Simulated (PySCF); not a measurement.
# C5H2F2: circular dichroism and optical rotation, excited states, first hyperpolarisability

Wanted: circular dichroism and optical rotation, excited states, first hyperpolarisability for C5H2F2 (`C#CC(F)=C=CF`).

Computed with PySCF 2.14.0 and routines of our own; the level stands in each step. Atoms count from 0.

## 1. The starting structure

9 atoms, charge 0, multiplicity 1; geometry from: GFN2-xTB.

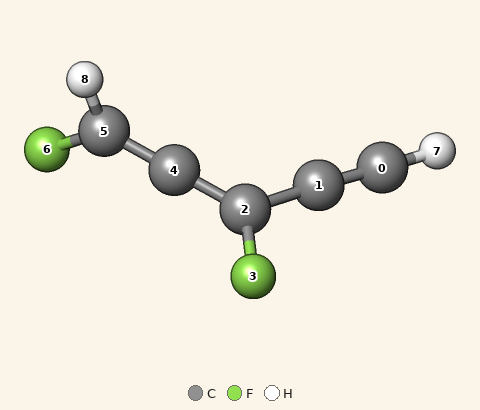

The starting geometry (carbon grey, fluorine green, hydrogen white).

## 2. Geometry optimisation at PBE0-D3(BJ)/def2-TZVP

The job: settings as JSON, then the geometry in Å.

```
{"job": {"xc": "PBE0", "basis": "def2-TZVP", "d3": "d3bj", "grid": 2, "kind": "geom"}, "charge": 0, "multiplicity": 1}
C      2.355155     0.948440     0.639221
C      1.475531     0.252824     0.211296
C      0.480954    -0.599841    -0.323078
F      0.946402    -1.707754    -0.944016
C     -0.804049    -0.376186    -0.217797
C     -2.075232    -0.151902    -0.110007
F     -2.772574     0.557261    -1.012543
H      3.107277     1.571381     1.023430
H     -2.699903    -0.488228     0.708315
```

Started as:

```console
OMP_NUM_THREADS=1 python excited_run.py task.json out
```

This one command runs all jobs of the session in turn.

The log of the run:

```text
step   0  E = -390.99976696  max force = 0.009095
step   1  E = -390.99967864  max force = 0.002919
step   2  E = -390.99994546  max force = 0.003911
step   3  E = -391.00015554  max force = 0.003058
step   4  E = -391.00021989  max force = 0.003020
step   5  E = -391.00028092  max force = 0.001158
step   6  E = -391.00031346  max force = 0.001041
step   7  E = -391.00032665  max force = 0.000481
step   8  E = -391.00033306  max force = 0.000195
optimisation converged
```

It took 73 s on 1 thread of AMD EPYC 9R45, shared host; peak memory 0.9 GiB.

Along the way: (the energy doesn't fall at every step)

| step | energy from step 0 (eV) | largest force component (eV/Å) |
| --- | --- | --- |
| 0 | 0.0000 | 0.4677 |
| 1 | 0.0024 | 0.1501 |
| 2 | -0.0049 | 0.2011 |
| 3 | -0.0106 | 0.1572 |
| 4 | -0.0123 | 0.1553 |
| 5 | -0.0140 | 0.0595 |
| 6 | -0.0149 | 0.0535 |
| 7 | -0.0152 | 0.0247 |
| 8 | -0.0154 | 0.0100 |

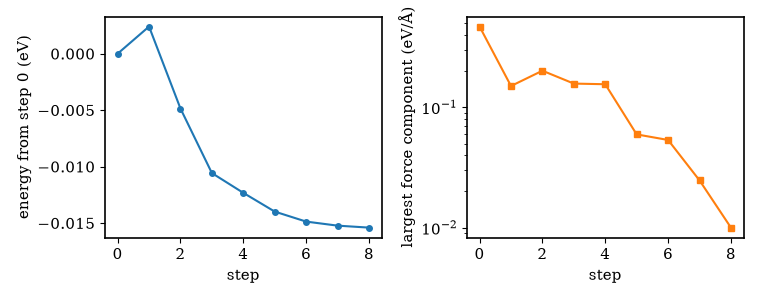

Energy and largest force along the relaxation.

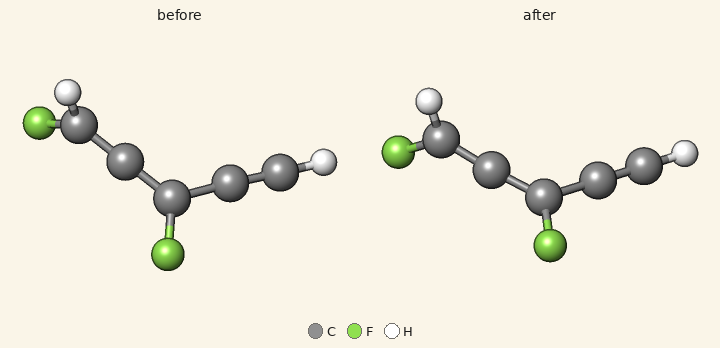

Before and after, at one scale.

Close pairs (by a distance rule), those that changed most:

```csv
bond,before (Å),after (Å),change (Å)
C0–H7,1.049,1.065,+0.015
C2–F3,1.353,1.343,-0.010
C5–F6,1.343,1.335,-0.008
C2–C4,1.309,1.306,-0.003
C5–H8,1.083,1.085,+0.002
C1–C2,1.415,1.416,+0.001
C4–C5,1.295,1.297,+0.001
C0–C1,1.200,1.201,+0.001
```

The next job starts from the end point, and lists it.

| at the end point | value |
| --- | --- |
| point group (found at 0.08 Å tolerance) | C1 |
| rotational constants (GHz, main isotopes) | 5.041, 1.423, 1.161 |
| dipole moment (D) | 1.95 |

## 3. Circular dichroism and optical rotation: TDDFT CAM-B3LYP/def2-TZVPD

The job: settings as JSON, then the geometry in Å.

```
{"job": {"kind": "ecd", "xc": "CAM-B3LYP", "basis": "def2-TZVPD", "nstates": 12}, "charge": 0, "multiplicity": 1}
C      2.216323     1.189487     0.685704
C      1.440769     0.348698     0.319727
C      0.527987    -0.643427    -0.114277
F      1.092038    -1.834291    -0.374201
C     -0.756204    -0.462185    -0.267636
C     -2.036214    -0.264530    -0.330565
F     -2.651103     0.166451    -1.434745
H      2.902350     1.935728     1.011508
H     -2.725997    -0.430971     0.490680
```

Level: TDDFT CAM-B3LYP/def2-TZVPD circular dichroism and optical rotation, one conformer, gas phase.

The log of the run:

```text
coarse grid: 8848 points
cycle   1  E = -391.1743074803  dE =  1.323e+00  |g| = 7.250e-01  |ddm| = 5.608e+00
cycle   2  E = -391.1494933994  dE =  2.481e-02  |g| = 8.982e-01  |ddm| = 1.755e+00
cycle   3  E = -391.2692838333  dE = -1.198e-01  |g| = 9.488e-02  |ddm| = 7.378e-01
cycle   4  E = -391.2704190024  dE = -1.135e-03  |g| = 5.564e-02  |ddm| = 1.871e-01
cycle   5  E = -391.2710900566  dE = -6.711e-04  |g| = 1.764e-02  |ddm| = 7.295e-02
cycle   6  E = -391.2711597120  dE = -6.966e-05  |g| = 5.407e-03  |ddm| = 2.535e-02
cycle   7  E = -391.2711664277  dE = -6.716e-06  |g| = 1.445e-03  |ddm| = 1.093e-02
final grid: 89992 points
cycle   8  E = -391.2718399058  dE = -3.815e-05  |g| = 4.817e-03  |ddm| = 3.014e-01
cycle   9  E = -391.2718368737  dE =  3.032e-06  |g| = 6.361e-03  |ddm| = 2.330e-02
cycle  10  E = -391.2718437331  dE = -6.859e-06  |g| = 5.462e-04  |ddm| = 7.686e-03
cycle  11  E = -391.2718437782  dE = -4.516e-08  |g| = 3.316e-04  |ddm| = 1.451e-03
cycle  12  E = -391.2718438015  dE = -2.323e-08  |g| = 1.070e-04  |ddm| = 5.283e-04
cycle  13  E = -391.2718438044  dE = -2.986e-09  |g| = 2.254e-05  |ddm| = 2.417e-04
cycle  14  E = -391.2718438047  dE = -2.672e-10  |g| = 1.083e-05  |ddm| = 1.068e-04
converged SCF energy = -391.2718438047

Singlet excitations and rotatory strengths (1e-40 esu^2 cm^2)
state   eV       nm     f(len)   f(vel)    R(len)    R(vel)   main configurations
  1   4.9985   248.0  0.00050  0.00050     4.216     4.181   H-1->L 0.65, H->L+1 0.31
  2   5.0519   245.4  0.00021  0.00019     3.259     3.178   H->L+1 0.63, H-1->L 0.31
  3   5.5102   225.0  0.17385  0.17279    -0.560    -0.548   H->L 0.75, H-1->L+1 0.13
  4   5.9446   208.6  0.00024  0.00024    -0.750    -0.756   H-2->L 0.91
  5   6.6819   185.6  0.00147  0.00147     8.819     8.816   H->L+5 0.46, H-3->L+1 0.35
  6   6.9768   177.7  0.00945  0.00945    -2.599    -2.532   H-3->L 0.27, H-2->L+1 0.26, H->L+2 0.25
  7   7.0180   176.7  0.50499  0.50243   -84.490   -84.905   H-1->L+1 0.56, H->L+2 0.23
  8   7.1443   173.5  0.49455  0.49184   116.395   116.687   H->L+2 0.37, H-1->L+1 0.22, H-3->L 0.12
  9   7.6138   162.8  0.20955  0.21186   -12.172   -12.295   H-1->L+2 0.79, H-1->L+3 0.10
 10   7.8432   158.1  0.03477  0.03793    -5.458    -5.535   H->L+3 0.84
 11   8.0935   153.2  0.01549  0.01569   -15.198   -15.159   H-3->L+1 0.36, H->L+5 0.28, H-3->L 0.11
 12   8.1336   152.4  0.08835  0.09027    -1.200    -1.766   H-3->L 0.23, H-2->L+1 0.20, H-3->L+1 0.15

Specific rotation (deg / (dm g/mL))
    nm     length   length(OI)   velocity    alpha(len)  alpha(vel)
  633.0     153.61     153.18     149.36       69.765     69.768
  589.3     182.38     181.88     177.37       70.260     70.263
  546.0     220.29     219.70     214.32       70.891     70.894
  436.0     404.14     403.21     393.72       73.649     73.651
  405.0     505.23     504.14     492.52       74.991     74.992
  365.0     715.63     714.27     698.39       77.478     77.477
  355.0     792.45     791.01     773.64       78.300     78.298
```

Run time: 45 s. Hardware: 1 thread of AMD EPYC 9R45, shared host; peak memory 1.1 GiB.

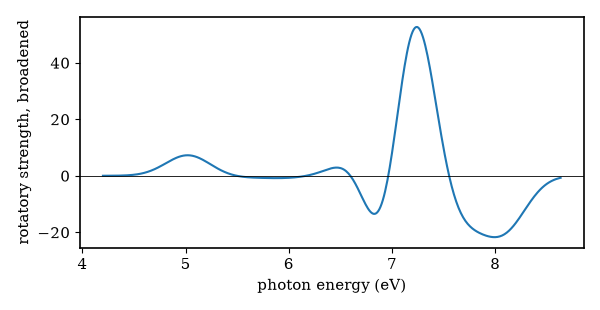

Circular dichroism: velocity-form rotatory strengths under Gaussians of 0.3 eV half-width at 1/e.

## 4. Excited states: TDA wB97X-D/def2-TZVPD

Settings changed since step 3:

```diff
@@ -1,2 +1,2 @@
-{"job": {"kind": "ecd", "xc": "CAM-B3LYP", "basis": "def2-TZVPD", "nstates": 12}, "charge": 0, "multiplicity": 1}
+{"job": {"kind": "states", "xc": "wB97X-D", "basis": "def2-TZVPD", "tda": true, "soc": true, "nstates": 6, "ntriplets": 5, "nquad": 4}, "charge": 0, "multiplicity": 1}
 C      2.216323     1.189487     0.685704
```

Method: TDA wB97X-D/def2-TZVPD excited states, vertical, gas phase, spin-orbit mean-field couplings.

The log of the run:

```text
coarse grid: 8848 points
cycle   1  E = -391.1856282784  dE =  1.356e+00  |g| = 7.309e-01  |ddm| = 6.071e+00
cycle   2  E = -391.1857353851  dE = -1.071e-04  |g| = 8.244e-01  |ddm| = 2.279e+00
cycle   3  E = -391.2851655323  dE = -9.943e-02  |g| = 8.836e-02  |ddm| = 8.228e-01
cycle   4  E = -391.2863120774  dE = -1.147e-03  |g| = 4.609e-02  |ddm| = 3.264e-01
cycle   5  E = -391.2867961879  dE = -4.841e-04  |g| = 1.577e-02  |ddm| = 1.094e-01
cycle   6  E = -391.2868567855  dE = -6.060e-05  |g| = 4.810e-03  |ddm| = 3.729e-02
cycle   7  E = -391.2868631936  dE = -6.408e-06  |g| = 1.434e-03  |ddm| = 2.288e-02
final grid: 89992 points
cycle   8  E = -391.2877703488  dE = -1.670e-04  |g| = 1.092e-02  |ddm| = 4.968e-01
cycle   9  E = -391.2877641829  dE =  6.166e-06  |g| = 1.270e-02  |ddm| = 4.124e-02
cycle  10  E = -391.2877865196  dE = -2.234e-05  |g| = 7.276e-04  |ddm| = 2.346e-02
cycle  11  E = -391.2877866425  dE = -1.229e-07  |g| = 2.793e-04  |ddm| = 4.393e-03
cycle  12  E = -391.2877866652  dE = -2.275e-08  |g| = 1.152e-04  |ddm| = 9.171e-04
cycle  13  E = -391.2877866691  dE = -3.875e-09  |g| = 3.920e-05  |ddm| = 3.807e-04
cycle  14  E = -391.2877866699  dE = -7.805e-10  |g| = 2.354e-05  |ddm| = 2.448e-04
converged SCF energy = -391.2877866699

Singlet excitations
state   eV       nm        f     d(h-e)  d(exc)  Lambda  PR(NTO)  |dmu|/D   mu/D   main configurations
  1   5.0450   245.8   0.00062   0.370   2.816   0.517   1.859    0.860    1.908   H-1->L 0.64, H->L+1 0.32
  2   5.1294   241.7   0.00023   0.114   2.817   0.521   1.903    0.372    2.125   H->L+1 0.63, H-1->L 0.32
  3   5.7200   216.8   0.16763   0.423   2.865   0.792   1.748    1.196    2.785   H->L 0.64, H-1->L+1 0.16
  4   5.9924   206.9   0.00029   0.617   2.630   0.486   1.102    2.132    3.458   H-2->L 0.92
  5   6.7661   183.2   0.00076   0.317   2.310   0.482   1.862                     H->L+5 0.53, H-3->L+1 0.38
  6   7.1880   172.5   0.03158   0.323   3.145   0.585   2.725                     H->L+2 0.33, H-3->L 0.24, H-2->L+1 0.21

Triplet excitations (Tamm-Dancoff)
state   eV     d(h-e)  d(exc)  Lambda  PR(NTO)   main configurations
  1   3.5722   0.088   2.565   0.811   1.075   H->L 0.92
  2   4.4647   0.165   2.259   0.753   1.062   H-1->L+1 0.78
  3   4.7340   0.759   2.762   0.513   1.137   H-1->L 0.91
  4   4.7938   0.448   2.761   0.522   1.177   H->L+1 0.89
  5   5.4616   0.237   2.148   0.710   2.029   H-2->L+1 0.39, H-3->L 0.21, H-1->L+5 0.12
S1 - T1 = 1.4728 eV

Spin-orbit couplings |<S|Hso|T>| (cm-1)
             T1       T2       T3       T4       T5
S0        0.253    2.204   10.433    9.742    2.106
S1        6.691    9.237    0.274    0.190    2.602
S2        7.134    5.674    0.173    0.075    4.190
S3        0.117    0.428    6.276    4.356    0.381
S4       10.169    3.496    2.353    0.456    1.967
S5        8.822    5.927    0.348    1.535    4.464
S6        1.945    1.467   10.839    7.203    0.786
T1 sublevels (cm-1): 0.000 0.009 0.010   radiative rates (1/s): 0.286 0.0429 0.0316
```

It took 24 s on 1 thread of AMD EPYC 9R45, shared host; peak memory 0.95 GiB.

Key values:

```
  quantity    value
S1 less T1  1.47 eV
```

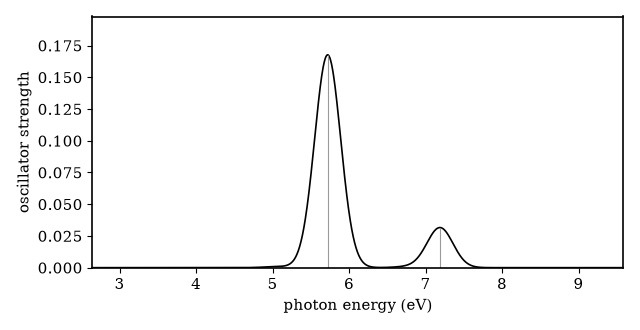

Absorption lines of the singlets. Lines are broadened to a width of 0.40 eV (Gaussian).

## 5. Excited states: TDDFT CAM-B3LYP/def2-TZVPD

Settings changed since step 4:

```diff
@@ -1,2 +1,2 @@
-{"job": {"kind": "states", "xc": "wB97X-D", "basis": "def2-TZVPD", "tda": true, "soc": true, "nstates": 6, "ntriplets": 5, "nquad": 4}, "charge": 0, "multiplicity": 1}
+{"job": {"kind": "states", "xc": "CAM-B3LYP", "basis": "def2-TZVPD", "tpa": true, "nstates": 8, "nquad": 6, "ntriplets": 0}, "charge": 0, "multiplicity": 1}
 C      2.216323     1.189487     0.685704
```

Method: TDDFT CAM-B3LYP/def2-TZVPD excited states, vertical, gas phase, two-photon moments by quadratic response.

The log of the run:

```text
coarse grid: 8848 points
cycle   1  E = -391.1743074803  dE =  1.323e+00  |g| = 7.250e-01  |ddm| = 5.608e+00
cycle   2  E = -391.1494933994  dE =  2.481e-02  |g| = 8.982e-01  |ddm| = 1.755e+00
cycle   3  E = -391.2692838333  dE = -1.198e-01  |g| = 9.488e-02  |ddm| = 7.378e-01
cycle   4  E = -391.2704190024  dE = -1.135e-03  |g| = 5.564e-02  |ddm| = 1.871e-01
cycle   5  E = -391.2710900566  dE = -6.711e-04  |g| = 1.764e-02  |ddm| = 7.295e-02
cycle   6  E = -391.2711597120  dE = -6.966e-05  |g| = 5.407e-03  |ddm| = 2.535e-02
cycle   7  E = -391.2711664277  dE = -6.716e-06  |g| = 1.445e-03  |ddm| = 1.093e-02
final grid: 89992 points
cycle   8  E = -391.2718399058  dE = -3.815e-05  |g| = 4.817e-03  |ddm| = 3.014e-01
cycle   9  E = -391.2718368737  dE =  3.032e-06  |g| = 6.361e-03  |ddm| = 2.330e-02
cycle  10  E = -391.2718437331  dE = -6.859e-06  |g| = 5.462e-04  |ddm| = 7.686e-03
cycle  11  E = -391.2718437782  dE = -4.516e-08  |g| = 3.316e-04  |ddm| = 1.451e-03
cycle  12  E = -391.2718438015  dE = -2.323e-08  |g| = 1.070e-04  |ddm| = 5.283e-04
cycle  13  E = -391.2718438044  dE = -2.986e-09  |g| = 2.254e-05  |ddm| = 2.417e-04
cycle  14  E = -391.2718438047  dE = -2.672e-10  |g| = 1.083e-05  |ddm| = 1.068e-04
converged SCF energy = -391.2718438047

Singlet excitations
state   eV       nm        f     d(h-e)  d(exc)  Lambda  PR(NTO)  |dmu|/D   mu/D   delta(TPA)   sigma/GM   main configurations
  1   4.9986   248.0   0.00050   0.351   2.813   0.513   1.883    0.858    1.981        0.22      0.002   H-1->L 0.65, H->L+1 0.31
  2   5.0519   245.4   0.00021   0.139   2.865   0.518   1.847    0.419    2.246        0.20      0.002   H->L+1 0.63, H-1->L 0.31
  3   5.5104   225.0   0.17385   0.374   2.888   0.777   1.720    1.069    2.738       22.96      0.255   H->L 0.75, H-1->L+1 0.13
  4   5.9446   208.6   0.00024   0.632   2.649   0.482   1.104    2.169    3.558        0.19      0.002   H-2->L 0.91
  5   6.6819   185.6   0.00147   0.291   2.361   0.463   1.861    0.619    1.607        3.21      0.053   H->L+5 0.46, H-3->L+1 0.35
  6   6.9770   177.7   0.00959   0.344   3.019   0.604   3.094    1.059    2.244       39.89      0.711   H-3->L 0.27, H-2->L+1 0.26, H->L+2 0.25
  7   7.0183   176.7   0.50364   0.351   3.268   0.607   2.071                                            H-1->L+1 0.56, H->L+2 0.23
  8   7.1446   173.5   0.49617   0.384   3.267   0.549   2.361                                            H->L+2 0.37, H-1->L+1 0.22, H-3->L 0.12
```

Run time: 31 s. Hardware: 1 thread of AMD EPYC 9R45, shared host; peak memory 1.1 GiB.

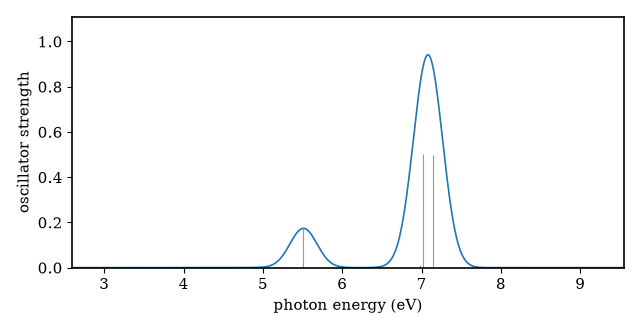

Absorption lines of the singlets. Lines are broadened to a width of 0.40 eV (Gaussian).

## 6. First hyperpolarisability: quadratic response CAM-B3LYP/def2-TZVPD

Settings changed since step 5:

```diff
@@ -1,2 +1,2 @@
-{"job": {"kind": "states", "xc": "CAM-B3LYP", "basis": "def2-TZVPD", "tpa": true, "nstates": 8, "nquad": 6, "ntriplets": 0}, "charge": 0, "multiplicity": 1}
+{"job": {"kind": "beta", "xc": "CAM-B3LYP", "basis": "def2-TZVPD"}, "charge": 0, "multiplicity": 1}
 C      2.216323     1.189487     0.685704
```

Level: quadratic response CAM-B3LYP/def2-TZVPD first hyperpolarisability, Taylor convention, gas phase.

The log of the run:

```text
coarse grid: 8848 points
cycle   1  E = -391.1743074803  dE =  1.323e+00  |g| = 7.250e-01  |ddm| = 5.608e+00
cycle   2  E = -391.1494933994  dE =  2.481e-02  |g| = 8.982e-01  |ddm| = 1.755e+00
cycle   3  E = -391.2692838333  dE = -1.198e-01  |g| = 9.488e-02  |ddm| = 7.378e-01
cycle   4  E = -391.2704190024  dE = -1.135e-03  |g| = 5.564e-02  |ddm| = 1.871e-01
cycle   5  E = -391.2710900566  dE = -6.711e-04  |g| = 1.764e-02  |ddm| = 7.295e-02
cycle   6  E = -391.2711597120  dE = -6.966e-05  |g| = 5.407e-03  |ddm| = 2.535e-02
cycle   7  E = -391.2711664277  dE = -6.716e-06  |g| = 1.445e-03  |ddm| = 1.093e-02
final grid: 89992 points
cycle   8  E = -391.2718399058  dE = -3.815e-05  |g| = 4.817e-03  |ddm| = 3.014e-01
cycle   9  E = -391.2718368737  dE =  3.032e-06  |g| = 6.361e-03  |ddm| = 2.330e-02
cycle  10  E = -391.2718437331  dE = -6.859e-06  |g| = 5.462e-04  |ddm| = 7.686e-03
cycle  11  E = -391.2718437782  dE = -4.516e-08  |g| = 3.316e-04  |ddm| = 1.451e-03
cycle  12  E = -391.2718438015  dE = -2.323e-08  |g| = 1.070e-04  |ddm| = 5.283e-04
cycle  13  E = -391.2718438044  dE = -2.986e-09  |g| = 2.254e-05  |ddm| = 2.417e-04
cycle  14  E = -391.2718438047  dE = -2.672e-10  |g| = 1.083e-05  |ddm| = 1.068e-04
converged SCF energy = -391.2718438047

Lowest singlets (eV, f): 4.9986 0.0005  5.0519 0.0002  5.5104 0.1739

First hyperpolarisability (au)
process     nm      |vector|   parallel      HRS      DR
static         -       80.95      -46.9      35.45   4.224
shg       1907.0       81.45     -47.09      35.93   4.211
eope      1907.0       81.11     -46.97          -       -
shg       1064.0       82.85      -47.2      37.23   4.151
eope      1064.0       81.49      -47.1          -       -
```

Wall time 25 s (1 thread of AMD EPYC 9R45, shared host); peak memory 0.96 GiB.

## 7. Results

| quantity | value |
| --- | --- |
| point group | C1 |
| rotational constants (main isotopes) | 5.04, 1.42, 1.16 GHz |
| state of largest rotatory strength (velocity form) among 12 (step 3, TDDFT CAM-B3LYP/def2-TZVPD) | 7.14 eV, R = +116.7 (velocity), +116.4 (length) ·10⁻⁴⁰ esu² cm² |
| specific rotation at 633.0 nm (step 3, TDDFT CAM-B3LYP/def2-TZVPD) | 149.4 (velocity), 153.6 (length) |
| S1 less T1 (step 4, TDA wB97X-D/def2-TZVPD) | 1.47 eV |
| β vector (step 6, quadratic response CAM-B3LYP/def2-TZVPD) | static 81, SHG 1907.0 nm 81, SHG 1064.0 nm 83 au |

What this shows: The optimisation took 8 steps and gained 0.015 eV; among the close pairs (by a distance rule), C0–H7 changed most, from 1.049 to 1.065 Å. No frequency check was run at this level, so the end point may be a saddle. Rotations belong to one conformer and to the handedness of the start. In step 4, the number of triplets below S1 is 4, and the largest singlet-triplet spin-orbit coupling is S6–T3, 10.84 cm⁻¹.
